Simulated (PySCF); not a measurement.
## NO$_{2}$ (charge −1): single-point calculation

NO$_{2}$ (nitrite), charge −1, SMILES O=N[O-], computed with BCCD(T)/STO-3G, RHF (PySCF 2.14.0).

The geometry comes from this level: PBE0-D4/def2-TZVPD.

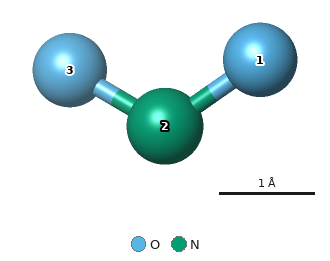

*The structure as given in the input (ball-and-stick view, seen at a tilt; atoms are numbered from 1 in the order of the input).*

Bond lengths as drawn: N–O 1.25 Å.

Key numbers

```tsv
quantity	value
outcome	converged
total energy	−201.329480 hartree
SCF energy	−201.155772 hartree
correlation energy	−0.173707 hartree
(T) correction	−0.012429 hartree
basis functions	15
hardware	1 thread of Arm Neoverse V1, 24 GiB of memory available, shared host
wall time	1.1 s
peak memory	0.1 GiB
```

Input (input.py)
```python
from pyscf import gto, scf, cc
from pyscf.cc.bccd import bccd_kernel_

molecule = gto.M(
    atom='''
O      0.322840     0.992650     0.287620
N      0.325750    -0.245400     0.151990
O     -0.648590    -0.747260    -0.439610
''',
    max_memory=1860,
    charge=-1,
    verbose=3,
    basis='sto-3g',
)

myscf = scf.RHF(molecule)
myscf.conv_tol = 1e-10
myscf.kernel()
if not myscf.converged:
    myscf = myscf.newton().run(myscf.mo_coeff, myscf.mo_occ)

mycc = cc.CCSD(myscf, frozen=3).run()
mycc = bccd_kernel_(mycc, diis=True)
e_t = mycc.ccsd_t()
energy = mycc.e_tot + e_t
print('Final energy', energy)
```

Launched with:
```bash
OMP_NUM_THREADS=1 python input.py
```

What the program printed
```
converged SCF energy = -201.15577243744
E(CCSD) = -201.3181645460053  E_corr = -0.1623921085657498
BCCD loop starts.

******** <class 'pyscf.cc.ccsd.CCSD'> ********
CC2 = 0
CCSD nocc = 9, nmo = 12
frozen orbitals 3
max_cycle = 50
direct = 0
conv_tol = 1e-07
conv_tol_normt = 1e-05
diis_space = 6
diis_start_cycle = 0
diis_start_energy_diff = 1e+09
Init E_corr(CCSD) = -0.161332222029519
cycle = 1  E_corr(CCSD) = -0.17710999302425  dE = -0.015777771  norm(t1,t2) = 0.0745569
cycle = 2  E_corr(CCSD) = -0.169699982010345  dE = 0.00741001101  norm(t1,t2) = 0.0190179
cycle = 3  E_corr(CCSD) = -0.171307702991307  dE = -0.00160772098  norm(t1,t2) = 0.0104077
cycle = 4  E_corr(CCSD) = -0.170738964991183  dE = 0.000568738  norm(t1,t2) = 0.00499196
cycle = 5  E_corr(CCSD) = -0.170665198096047  dE = 7.37668951e-05  norm(t1,t2) = 0.000995942
cycle = 6  E_corr(CCSD) = -0.170629485561288  dE = 3.57125348e-05  norm(t1,t2) = 0.000382127
cycle = 7  E_corr(CCSD) = -0.170623382410868  dE = 6.10315042e-06  norm(t1,t2) = 9.28862e-05
cycle = 8  E_corr(CCSD) = -0.170622591091262  dE = 7.91319606e-07  norm(t1,t2) = 1.90052e-05
cycle = 9  E_corr(CCSD) = -0.170622291405655  dE = 2.99685607e-07  norm(t1,t2) = 7.11769e-06
cycle = 10  E_corr(CCSD) = -0.170622406070568  dE = -1.14664913e-07  norm(t1,t2) = 2.91832e-06
cycle = 11  E_corr(CCSD) = -0.170622293288371  dE = 1.12782197e-07  norm(t1,t2) = 1.66647e-06
cycle = 12  E_corr(CCSD) = -0.170622335121921  dE = -4.18335498e-08  norm(t1,t2) = 6.73534e-07
CCSD converged
E(CCSD) = -201.3168463805015  E_corr = -0.1706223351219212
BCC iter:    0  E:    -201.316846380502  dE:    1.318e-03  |t1|:    1.010e-02

******** <class 'pyscf.cc.ccsd.CCSD'> ********
CC2 = 0
CCSD nocc = 9, nmo = 12
frozen orbitals 3
max_cycle = 50
direct = 0
conv_tol = 1e-07
conv_tol_normt = 1e-05
diis_space = 6
diis_start_cycle = 0
diis_start_energy_diff = 1e+09
Init E_corr(CCSD) = -0.169810323619959
cycle = 1  E_corr(CCSD) = -0.168811850154597  dE = 0.000998473465  norm(t1,t2) = 0.0117904
cycle = 2  E_corr(CCSD) = -0.169506953480529  dE = -0.000695103326  norm(t1,t2) = 0.00192988
cycle = 3  E_corr(CCSD) = -0.169335704343773  dE = 0.000171249137  norm(t1,t2) = 0.000502972
cycle = 4  E_corr(CCSD) = -0.169357193463163  dE = -2.14891194e-05  norm(t1,t2) = 0.000171247
cycle = 5  E_corr(CCSD) = -0.169355628832036  dE = 1.56463113e-06  norm(t1,t2) = 4.26002e-05
cycle = 6  E_corr(CCSD) = -0.169356552113885  dE = -9.23281849e-07  norm(t1,t2) = 1.78698e-05
cycle = 7  E_corr(CCSD) = -0.16935652805311  dE = 2.40607753e-08  norm(t1,t2) = 5.75246e-06
CCSD converged
E(CCSD) = -201.3170890440708  E_corr = -0.1693565280531101
BCC iter:    1  E:    -201.317089044071  dE:   -2.427e-04  |t1|:    1.986e-03

******** <class 'pyscf.cc.ccsd.CCSD'> ********
CC2 = 0
CCSD nocc = 9, nmo = 12
frozen orbitals 3
max_cycle = 50
direct = 0
conv_tol = 1e-07
conv_tol_normt = 1e-05
diis_space = 6
diis_start_cycle = 0
diis_start_energy_diff = 1e+09
Init E_corr(CCSD) = -0.169477603283927
cycle = 1  E_corr(CCSD) = -0.169741920720144  dE = -0.000264317436  norm(t1,t2) = 0.00196075
cycle = 2  E_corr(CCSD) = -0.169593931343307  dE = 0.000147989377  norm(t1,t2) = 0.000351334
cycle = 3  E_corr(CCSD) = -0.169625978599326  dE = -3.2047256e-05  norm(t1,t2) = 0.000130577
cycle = 4  E_corr(CCSD) = -0.169620223210518  dE = 5.75538881e-06  norm(t1,t2) = 5.04766e-05
cycle = 5  E_corr(CCSD) = -0.169619925108002  dE = 2.98102517e-07  norm(t1,t2) = 1.45665e-05
cycle = 6  E_corr(CCSD) = -0.169619336390358  dE = 5.88717644e-07  norm(t1,t2) = 5.09782e-06
cycle = 7  E_corr(CCSD) = -0.169619213463302  dE = 1.22927056e-07  norm(t1,t2) = 1.38171e-06
cycle = 8  E_corr(CCSD) = -0.169619209148009  dE = 4.31529273e-09  norm(t1,t2) = 2.66355e-07
CCSD converged
E(CCSD) = -201.3170510119049  E_corr = -0.1696192091480091
BCC iter:    2  E:    -201.317051011905  dE:    3.803e-05  |t1|:    8.333e-06
CCSD(T) correction = -0.0124285403699918
Final energy -201.32947955227502
```
